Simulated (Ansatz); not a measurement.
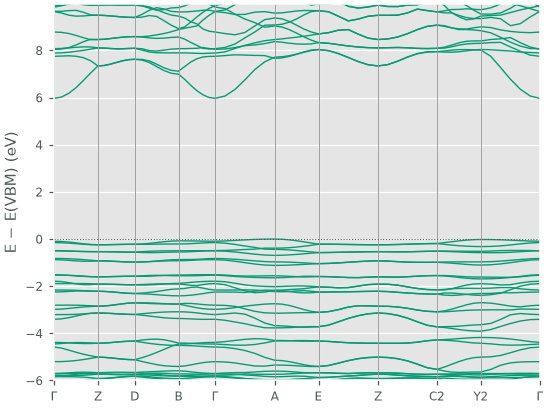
*Band structure from the program Ansatz at the r²SCAN level (PAW)*

Q: Read off the gap and where the band edges lie.

A: About 6.0 eV (5.97 eV by a search for the band edges); maximum at A, minimum at Γ.

The material is CsPH2O4 in space group P2_1 (No. 4; Pearson symbol mP16).

The first step of the workflow began from a Materials Project structure, measured or hypothetical; the Crystallography Open Database files this formula in space group No. 4, but the cells were not matched. Its standing as an ambient phase is unchecked. Symmetry was held in the r²SCAN relaxation; whether a distortion lowers the energy is not shown. Spin–orbit coupling is left out wherever it is not named.

Potentials: the later of the program's two PAW sets.
